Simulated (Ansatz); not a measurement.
TiAl, pressure series

Start from TiAl (space group P4/mmm, No. 123; a = 2.813 Å, c = 4.058 Å).

Cell and atoms are relaxed at each pressure.

The values are results of plane-wave PAW DFT at the r2SCAN level (Ansatz, a program for electronic structure, 500 eV), spin-orbit coupling left out, not measurements.

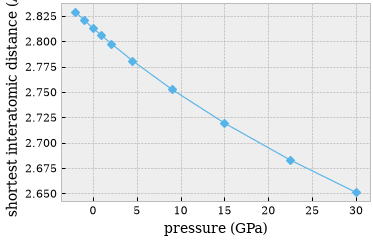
*Shortest interatomic distance against pressure*

Task: From the plot, what is the shortest interatomic distance for pressure 2.1 GPa?

Result: About 2.80 Å.

Task: Is the trend monotonic over the range shown?

Result: Yes, it falls throughout, spanning 2.651 Å to 2.829 Å.

Load acts through the strain it causes; cell and atoms are relaxed under it. No phonon test of stability was made. No other phases were tried under pressure. All final runs are without spin polarisation.
